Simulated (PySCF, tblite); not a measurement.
**C₇H₁₄F₂Si: geometry, infrared bands and NMR shifts**

Wanted: the infrared bands and NMR shifts of C₇H₁₄F₂Si (`C=C[SiH2]C(F)(F)C(C)(C)C`), by calculation.

The runs use tblite 0.8.0 and PySCF 2.14.0, with density-fitted response routines of our own; the level of theory stands in each step. All values are computed, except where a source is named. Atoms count from 0, in the outputs and in this text.

## 1. Starting geometry

24 atoms, charge 0, multiplicity 1; geometry from: force field or distance geometry start.

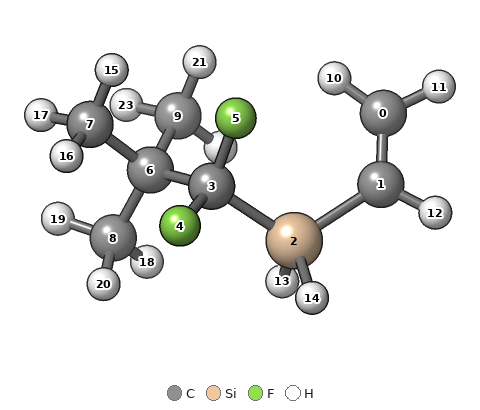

The starting geometry (carbon grey, silicon light orange, fluorine green, hydrogen white), atoms numbered.

## 2. Relaxing the molecule with GFN2-xTB

Job settings and geometry (Å):

```
{"job": {"kind": "relax", "xc": "GFN2-xTB", "basis": "xTB"}, "charge": 0, "multiplicity": 1}
C      3.089400     0.768300     0.096800
C      2.927800    -0.497300    -0.174400
Si     1.317600    -1.362100    -0.316400
C     -0.008800    -0.698600     0.770200
F     -0.597000    -1.792800     1.442700
F      0.556100     0.061900     1.767100
C     -1.081700     0.100400     0.138100
C     -2.030800     0.518200     1.263700
C     -1.877000    -0.600800    -0.911800
C     -0.537200     1.413800    -0.389800
H      2.288900     1.483600     0.255600
H      4.106700     1.150800     0.164400
H      3.835600    -1.108900    -0.293900
H      0.991000    -1.358300    -1.754000
H      1.558300    -2.758700     0.081600
H     -1.538800     1.135200     2.034500
H     -2.470500    -0.354400     1.790500
H     -2.893600     1.068900     0.784400
H     -1.360100    -0.606800    -1.898000
H     -2.825100    -0.023800    -1.056300
H     -2.106700    -1.646500    -0.655100
H     -0.047600     2.012700     0.390300
H      0.131900     1.157000    -1.236100
H     -1.440000     1.958000    -0.786100
```

Started as:

```
$ OMP_NUM_THREADS=1 python probes_run.py task.json out
```

One launch serves the whole session: the jobs run in the order shown.

**Question.** This job is followed by: GFN2-xTB harmonic vibrations, gas phase; GIAO PBE0/pcSseg-1 NMR shielding, non-relativistic, gas phase. Predict these results of the whole session: strongest single infrared mode (GFN2-xTB); zero-point energy (GFN2-xTB); ¹³C shifts against TMS (PBE0/pcSseg-1, means over atoms taken as alike); ¹H shifts against TMS (PBE0/pcSseg-1, means over atoms taken as alike); ²⁹Si shifts against TMS (PBE0/pcSseg-1); ¹⁹F shifts against CFCl3 (PBE0/pcSseg-1, means over atoms taken as alike).

As calculated:

| quantity | value |
| --- | --- |
| strongest single infrared mode (GFN2-xTB) | 2257 cm⁻¹, 340 km/mol |
| zero-point energy (GFN2-xTB) | 119.0 kcal/mol |
| ¹³C shifts against TMS (PBE0/pcSseg-1, means over atoms taken as alike) | 149.6, 138.7, 135.4, 42.8, 27.1 ppm |
| ¹H shifts against TMS (PBE0/pcSseg-1, means over atoms taken as alike) | 6.75, 6.72, 6.45, 4.51, 1.08 ppm |
| ²⁹Si shifts against TMS (PBE0/pcSseg-1) | -61.5 ppm |
| ¹⁹F shifts against CFCl3 (PBE0/pcSseg-1, means over atoms taken as alike) | -133.1 ppm |

What this shows: The optimisation took 193 steps and gained 0.649 eV; among the close pairs (by a distance rule), Si2–C3 changed most, from 1.839 to 1.947 Å. No mode is imaginary among the 66: a minimum at this level. The strongest single mode, at 2257 cm⁻¹, moves mainly H13. GFN2-xTB is a fitted tight-binding method: band positions and strengths are rough. Its intensities can rank the bands wrongly. C0 (terminal =CH2 carbon) lies farthest downfield among carbon, at 149.6 ppm; as expected for a trigonal carbon in a double bond. At PBE0/pcSseg-1: The largest span, 262 ppm, is at C0, where the paramagnetic term is -217 ppm.
